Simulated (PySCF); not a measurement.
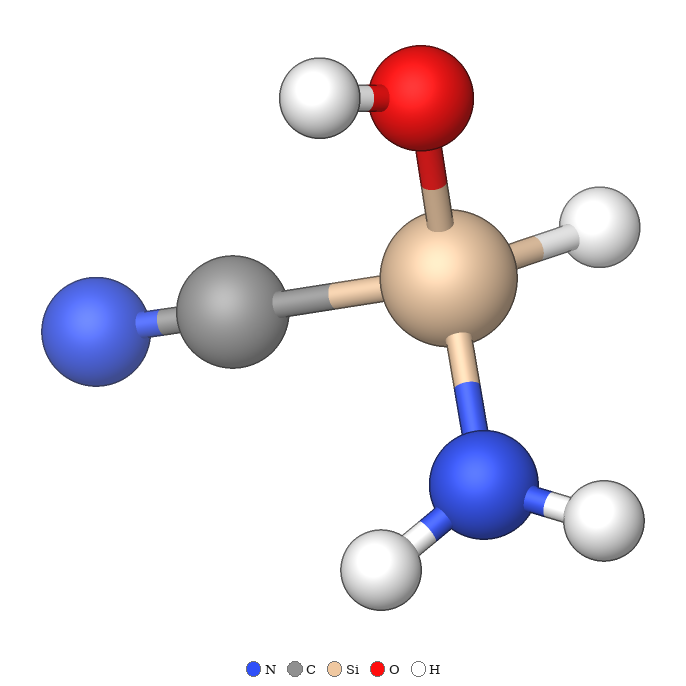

Rendered structure (ball-and-stick style). Every bond is drawn as one stick, whatever its order.

The geometry was computed by an optimisation with PBE0-D3(BJ)/def2-SVP. No frequency run is at hand to confirm it as a minimum.

Identify the structure.

It has 9 atoms: 1 carbon, 4 hydrogen, 2 nitrogen, 1 oxygen and 1 silicon (CH4N2OSi). SMILES: `N#C[Si@H](N)O`. It has no ring. Among its groups: nitrile, Si–H bond, Si–O bond, Si–N bond. The point group is C1. Coordination: 1 C linear; 1 Si tetrahedral; 1 N trigonal planar; 1 O bent.

The parts below concern this one geometry. Atoms keep their numbers from picture to picture.

## Geometry

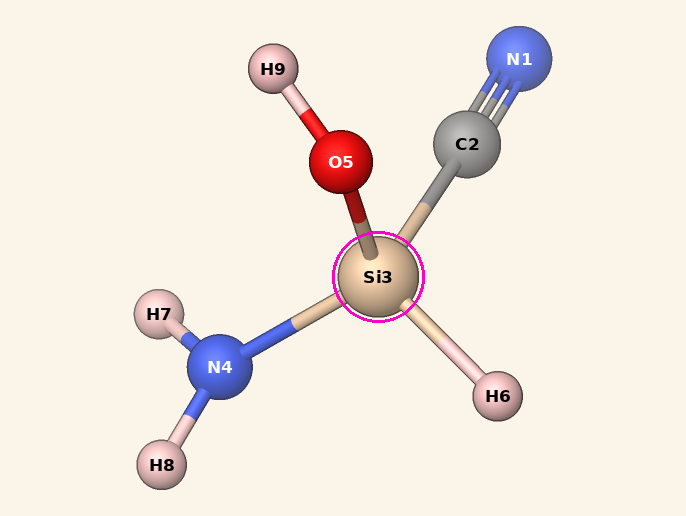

Distant atoms are faded towards the background colour. Circles mark the stereogenic atoms. No frequency run is at hand to confirm it as a minimum.

Question: Give the R/S and E/Z labels.

Answer: Si3: R (priorities O5 > N4 > C2 > H6).

## Core levels

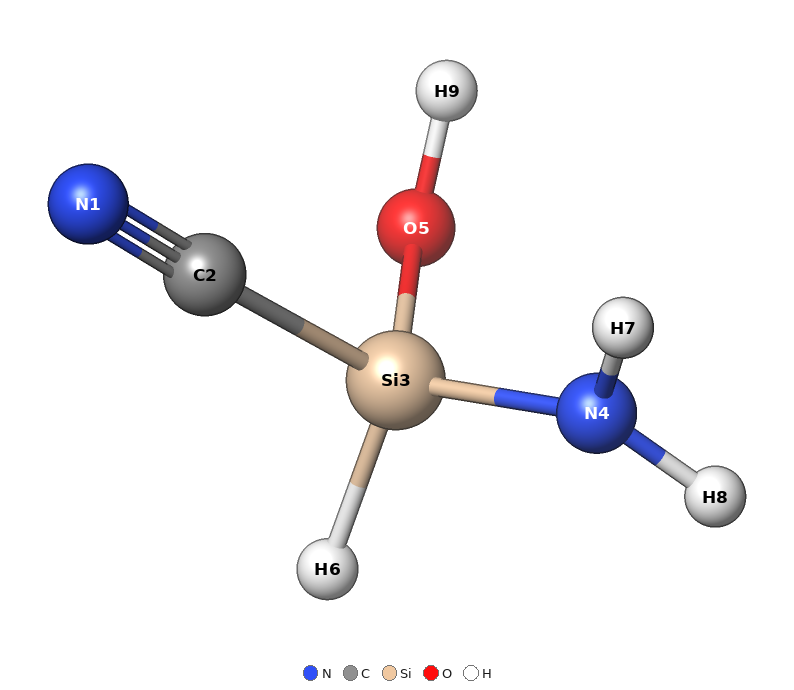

No frequency run is at hand to confirm it as a minimum. Properties computed with delta-SCF UKS SCAN, pcX-2 on the ionised atom, pcseg-1 elsewhere, spin-free X2C (PySCF 2.14.0).

Give the core-electron binding energies (to vacuum; p and d levels without spin–orbit splitting) of N1 1s, C2 1s, Si3 1s, Si3 2p, N4 1s, O5 1s.

```csv
atom,level,binding energy (eV)
N1,1s,405.4
C2,1s,291.8
Si3,1s,1848.6
Si3,2p,108.7
N4,1s,405.5
O5,1s,539.0
```

## Levels of theory compared

No frequency run is at hand to confirm it as a minimum. Program: PySCF 2.14.0.

Compare lowest singlet excitation (eV) at these levels: PBE0/6-31+G*; PBE0/aug-cc-pVDZ; PBE0/def2-TZVP; PBE0/def2-TZVPD.

| level | lowest singlet excitation (eV) |
| --- | --- |
| PBE0/6-31+G* | 6.24 |
| PBE0/aug-cc-pVDZ | 6.19 |
| PBE0/def2-TZVP | 6.35 |
| PBE0/def2-TZVPD | 6.25 |

## Polarisability

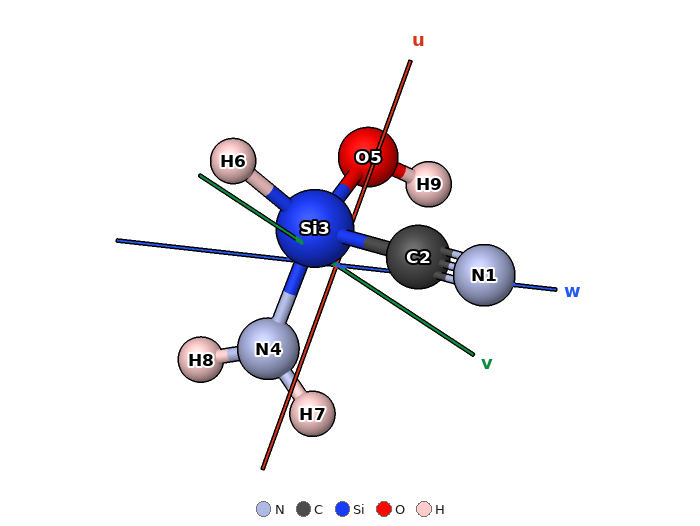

The lines u, v and w are the principal axes of the static dipole polarisability. No frequency run is at hand to confirm it as a minimum. Level of theory: PBE0/def2-TZVPD (PySCF 2.14.0).

Question: Along which axis is the molecule most polarisable, and along which least?

Answer: Most along w (nearly parallel to the C2–Si3 bond), least along v.

Question: Give the three principal values.

Answer: u 50.0, v 46.0, w 63.0 bohr³; mean 53.0, anisotropy 15.4 bohr³.
